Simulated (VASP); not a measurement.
Band structure of YN (rock salt). Level of theory: optB88-vdW, VASP's PBE PAW potentials (set 64) (plane waves; VASP 6.6.1).

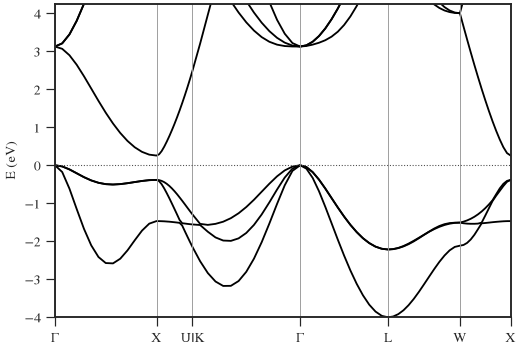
Figure. Bands along high-symmetry lines, zero at the valence-band maximum or, without a gap, the Fermi level

Q: Read the plot: is there a gap, and where are the band edges?

A: The gap is indirect, 0.26 eV, from the valence maximum at Γ to the conduction minimum at X. (Edges off the drawn lines would not show.)

The compound is YN in the rock salt structure. It was relaxed first.
